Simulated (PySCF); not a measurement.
```xyz
12
charge 0, multiplicity 1
C    -2.0897   -0.5519    0.2279
C    -1.0441    0.1796   -0.1086
C     0.3255   -0.3764   -0.3547
C     1.2789    0.1149    0.7130
C     2.2470    0.9469    0.4920
S     3.4173    1.9307    0.1827
H    -2.0227   -1.6227    0.3349
H    -3.0589   -0.1167    0.4012
H    -1.1278    1.2540   -0.2045
H     0.2978   -1.4680   -0.3290
H     0.6864   -0.0528   -1.3330
H     1.0916   -0.2383    1.7168
```

Work out the structure from the coordinates.

The molecule is C5H6S. As SMILES it reads `C=CCC=C=S`. It has no ring. Among its groups: alkene. This geometry has C1 symmetry. Coordination: 3 C trigonal planar; 1 C tetrahedral; 1 C linear.

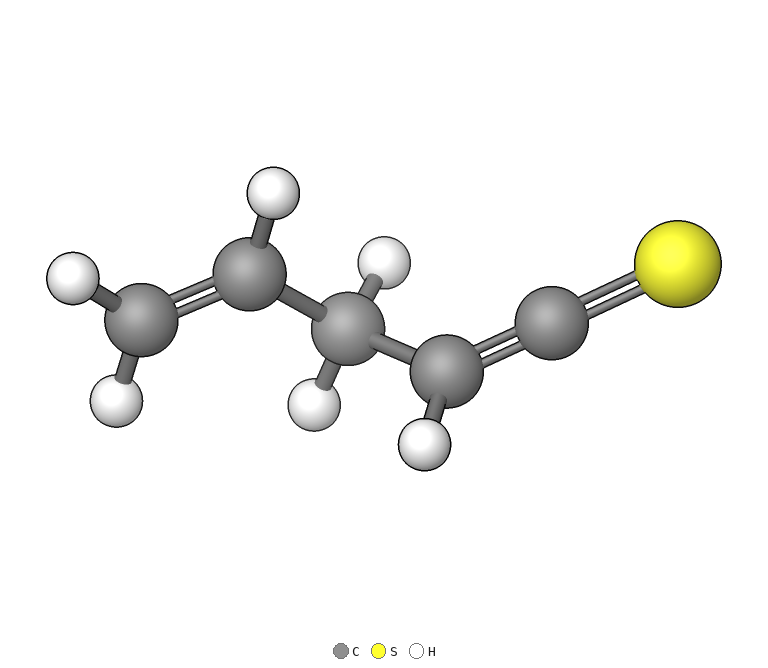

Source: calculation with PySCF.
